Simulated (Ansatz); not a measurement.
**Mg3Te2 (R32): the Drude term of Re ε in the infrared**

Re ε of Mg3Te2 (R32) along x at low photon energies is read from one computed spectrum; the carriers' damping was typed as γ = 0.1 eV. x, y and z are the Cartesian axes of the input cell.

Symmetry: R32, No. 155, trigonal system. Conventional cell: a = 7.359 Å, b = 7.359 Å, c = 10.159 Å, α = 90.00°, β = 90.00°, γ = 120.00°. Te on site c has 6 Mg at 2.94 to 3.04 Å as nearest neighbours. Mg on site e is surrounded by 4 Te at 2.94 to 3.04 Å and 2 Mg at 3.38 Å.

Method: Ansatz 0.2.0, PBE, independent particles, k-mesh 6×6×6 with interpolation inside its cells, Gaussian parameter 0.1 eV.

Launch of the response step: `ansatz run input.yaml --threads 2 --pin off --max-ram 5120MiB --backend cpu --events-out ev --progress --plain --runs-dir out`. The run took 5.7 min, on 2 threads of Arm Neoverse V2, on a shared host.

```tsv
photon energy E (eV)	wavelength (µm)	Re ε
0.25	4.96	-209.8
0.30	4.13	?
0.35	3.54	-103.8
0.40	3.10	-78.5
0.50	2.48	-55.0
0.60	2.07	-40.1
0.70	1.77	-26.8
```

A Drude term over a constant background gives Re ε = ε_b − ωp²/(E² + γ²), linear in 1/(E² + γ²).

Working, on the rows shown:

| x = 1/(E² + γ²) (eV⁻²) | y = Re ε |
| --- | --- |
| 13.7931 | -209.8 |
| 7.54717 | -103.8 |
| 5.88235 | -78.5 |
| 3.84615 | -55 |
| 2.7027 | -40.1 |
| 2 | -26.8 |

Means: x̄ = 5.9619, ȳ = -85.667. Σ(x − x̄)(y − ȳ) = -1448, Σ(x − x̄)² = 94.64. Slope = -1448 / 94.64 = -15.3; intercept = ȳ − slope · x̄ = 5.5516. The line misses the rows shown by at most 6.1.

Problem. Fill in the last column of the withheld row.

Solution. At x = 10 the line gives y = -147.45. The run gave -144.8, so the interpolation is off by 2.7, 1.4 % of the range in the table.

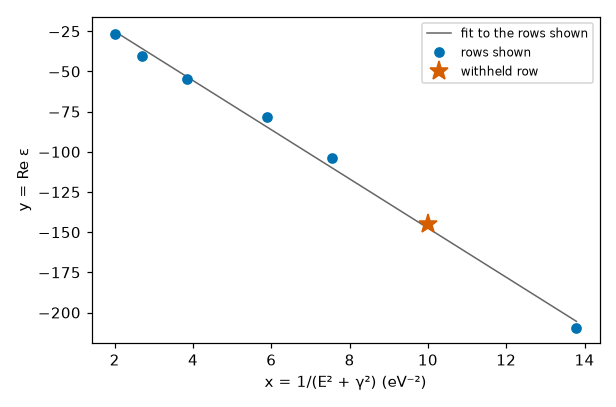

Refitted with all rows, the slope is -15.22 and the intercept 5.378. These give ωp = √(−slope) = 3.90 eV, against 4.09 eV from the program's Fermi-surface sum, and an intercept of 5.4. Taking the program's Drude term off the rows leaves 21 at the lowest energy and 7 at the highest, so the background isn't constant: interband transitions lie in or near the window, and neither fitted number can be trusted. The structure is a model and need not exist. The values come from a sum over the points of one k-mesh and carry its error, which is largest for Fermi-surface quantities. Spin-orbit coupling is left out.

[Logs are printed without paths, hosts, clocks, repeated set-up lines and the standing remarks that a program may print on its own settings, such as how far it seeks lower states.]
